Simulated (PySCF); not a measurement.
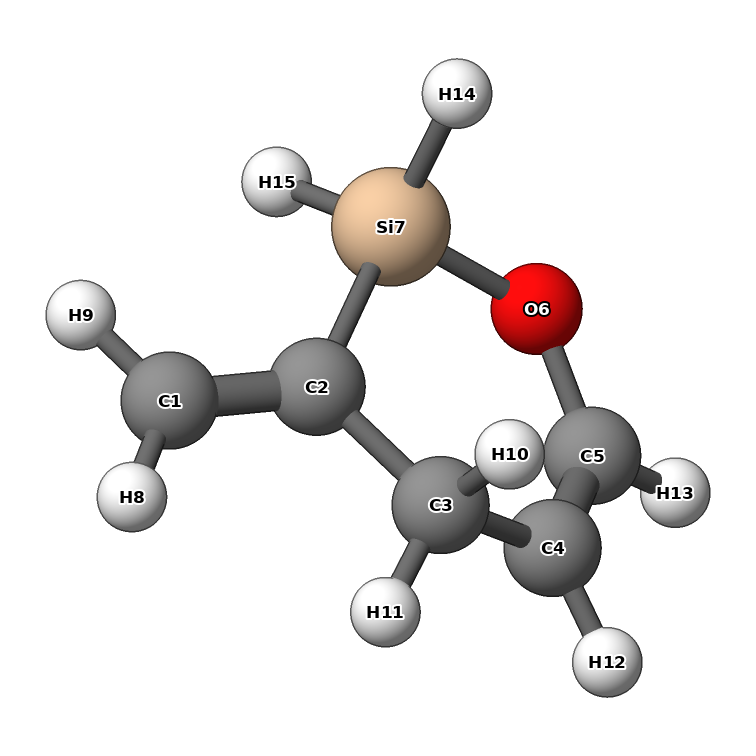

The thickness of each stick grows with its Mayer bond order. The computed structure is the end point of a GFN2-xTB optimisation. No frequency run is at hand to confirm it as a minimum. Level of theory: PBE0/pcSseg-1 (PySCF 2.14.0).

Which bond between heavy atoms has the highest Mayer bond order?

Answer. C1–C2, 2.00, at a length of 1.326 Å.

List the Mayer bond orders of C1–C2, C2–C3, C2–Si7, C3–C4, C4–C5, C5–O6, O6–Si7 (bonds between heavy atoms, one of each equivalent set).

```csv
bond,Mayer order,length (Å)
C1–C2,2.00,1.326
C2–C3,1.01,1.507
C2–Si7,0.84,1.884
C3–C4,1.02,1.503
C4–C5,1.87,1.324
C5–O6,0.98,1.353
O6–Si7,0.92,1.638
```

The geometry is semi-empirical. Around Si such bond lengths and angles can be off by a tenth of an ångström or more and by several degrees, and values that hang on the shape move with them.
